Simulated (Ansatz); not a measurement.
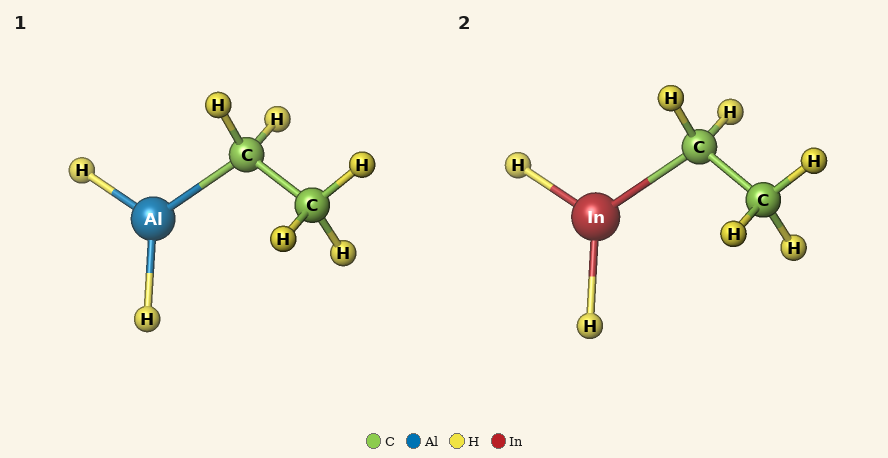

2 molecules with one skeleton, seen from the same side and at one scale. Each species is neutral and a spin singlet. Computed geometries: PBE0-D4/def2-TZVP optimisations, one conformation each. Properties computed with Ansatz 0.2.0. Elements past Kr carry core potentials.

One atom differs, called X below: Al in panel 1, In in panel 2. Their formulas are C2H7Al (`C[CH2][AlH2]`), C2H7In (`C[CH2][InH2]`).

In which is the mean length of X–H larger (PBE0-D4/def2-TZVP)?

In panel 2 (X = In).

In which is the HOMO–LUMO gap larger (revPBE-D4/def2-TZVPP)?

In panel 1 (X = Al).

Give the values. With PBE0-D4/def2-TZVP: length of X–C (Å), mean length of X–H (Å), mean angle C–X–H (°), dipole moment (D), harmonic zero-point energy (kJ/mol). With revPBE-D4/def2-TZVPP: HOMO energy (Kohn–Sham orbital) (eV), HOMO–LUMO gap (eV).

| quantity | 1 (Al) | 2 (In) | 2 − 1 |
| --- | --- | --- | --- |
| length of X–C (Å) | 1.958 | 2.165 | +0.207 |
| mean length of X–H (Å) | 1.592 | 1.733 | +0.141 |
| mean angle C–X–H (°) | 120.4 | 120.3 | −0.1 |
| HOMO energy (Kohn–Sham orbital) (eV) | −6.26 | −5.92 | +0.34 |
| HOMO–LUMO gap (eV) | 4.30 | 3.75 | −0.55 |
| dipole moment (D) | 0.78 | 0.82 | +0.04 |
| harmonic zero-point energy (kJ/mol) | 202.1 | 198.3 | −3.8 |
